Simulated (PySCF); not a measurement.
| atom | x (Å) | y (Å) | z (Å) |
| --- | --- | --- | --- |
| C | 2.5363 | 0.6765 | 1.1787 |
| C | 1.3188 | 0.1758 | 1.2687 |
| C | 0.6133 | -0.6774 | 0.2484 |
| C | 1.3515 | -0.8058 | -1.0838 |
| N | -0.7429 | -0.1839 | 0.0436 |
| Si | -2.1320 | -1.2087 | 0.1750 |
| C | -0.8352 | 1.1344 | -0.3550 |
| C | -1.9232 | 1.7467 | -0.8041 |
| H | 2.9578 | 1.2699 | 1.9726 |
| H | 3.1694 | 0.5184 | 0.3229 |
| H | 0.7170 | 0.3677 | 2.1487 |
| H | 0.5208 | -1.6815 | 0.6814 |
| H | 2.3151 | -1.2867 | -0.9383 |
| H | 1.5037 | 0.1709 | -1.5368 |
| H | 0.7576 | -1.4117 | -1.7645 |
| H | -2.7188 | -1.5116 | -1.1358 |
| H | -3.1131 | -0.5532 | 1.0401 |
| H | -1.6387 | -2.4414 | 0.7892 |
| H | 0.0913 | 1.6888 | -0.2604 |
| H | -2.8634 | 1.2404 | -0.9280 |
| H | -1.8942 | 2.7892 | -1.0632 |

Geometry: GFN2-xTB.

Method: PBE0/pcSseg-1, SCF density, gas phase, non-relativistic in PySCF 2.14.0.

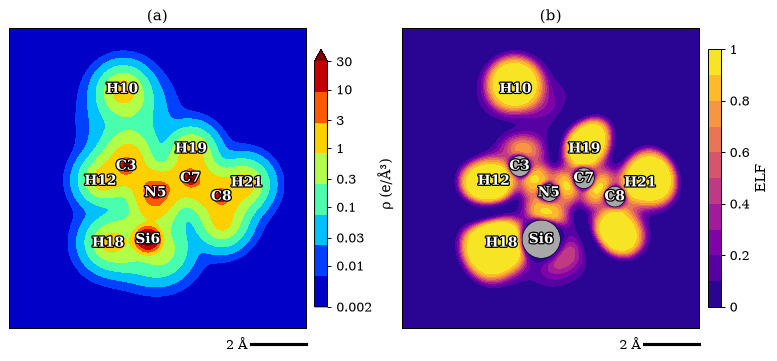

C6H13NSi (SMILES C=C[C@H](C)N([SiH3])C=C). (a) electron density; (b) electron localisation function on the plane of atoms Si6, N5 and C7. Grey discs cover the atomic cores in the ELF map.

**What does the map show?**

The plane passes through C, N, Si and H nuclei.
C–C (1.33 Å): the density is about 2.3 e/Å³ at the midpoint; the ELF peaks at about 0.95 between the atoms: a multiple bond.
C–N (1.38 Å): ρ at the midpoint is about 2.2 e/Å³; the ELF peaks at about 0.90 between the atoms, as expected for localised, covalent bonding.
Si–N (1.73 Å): the density is about 1.1 e/Å³ at the midpoint; the ELF peaks at about 0.90 between the atoms; a shared but strongly polarised pair.
C–H (1.07 Å): the density is about 2 e/Å³ at the midpoint; the ELF climbs to about 1 towards the hydrogen, as it does in any bond to H (a covalent bond by its length).
C–N (1.46 Å): ρ at the midpoint is about 1.9 e/Å³; the ELF peaks at about 0.90 between the atoms, as expected for localised, covalent bonding.
